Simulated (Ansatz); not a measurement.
**Redistribution: C2H2F3I + C2H5NO → C2H4F3N + C2H3IO**

Gas-phase species: C2H2F3I (1,1,1-trifluoro-2-iodoethane) `FC(F)(F)CI`, singlet; C2H5NO (acetamide) `CC(N)=O`, singlet; C2H4F3N (2,2,2-trifluoroethylamine) `NCC(F)(F)F`, singlet; C2H3IO (acetyl iodide) `CC(=O)I`, singlet. The partners trade I for NH2; both sit on C, so the bond types are kept.

Shapes, held fixed at every level: PBE0-D4/def2-TZVP. Flexible molecules stand in one conformer, not always the lowest. Programs: Ansatz 0.2.0. The zero-point and thermal change to 298 K, harmonic and unscaled (PBE0-D4/def2-TZVP), is +0.7 kJ/mol.

```tsv
level	kind	ΔH(298 K) (kJ/mol)	less CCSD(T)/def2-TZVPP
BHLYP-D4/def2-TZVPP	global hybrid	+59.5	+8.1
r2SCAN0-D4/def2-TZVPP	global hybrid	+55.7	+4.3
wB97X-V/def2-TZVPP	range-separated hybrid	+59.5	+8.1
B2PLYP/def2-TZVPP	double hybrid	+49.7	-1.7
CCSD(T)/def2-SVP	coupled cluster or CI	+45.3	-6.1
CCSD/def2-SVP	coupled cluster or CI	+49.3	-2.1
CCSD(T)/def2-TZVPP	coupled cluster or CI	+51.4	0.0
```

The highest level, CCSD(T)/def2-TZVPP, gives ΔH(298 K) = +51.4 kJ/mol; the levels span +45.3 to +59.5. The column of differences is taken from that level and isn't an error. No measured value is set beside it here. For atoms past krypton def2 sets carry core potentials with scalar relativity. Outer-core shells of I are correlated, in sets that cover them unevenly.

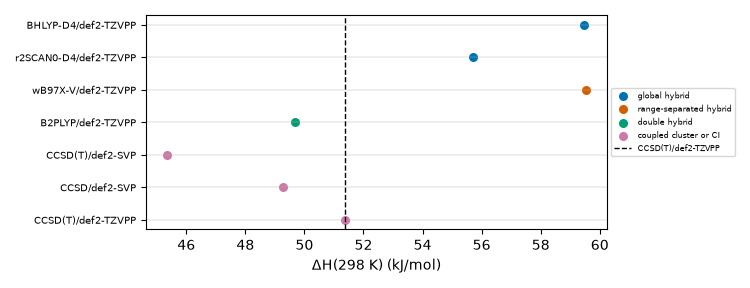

The values of the table, level by level.
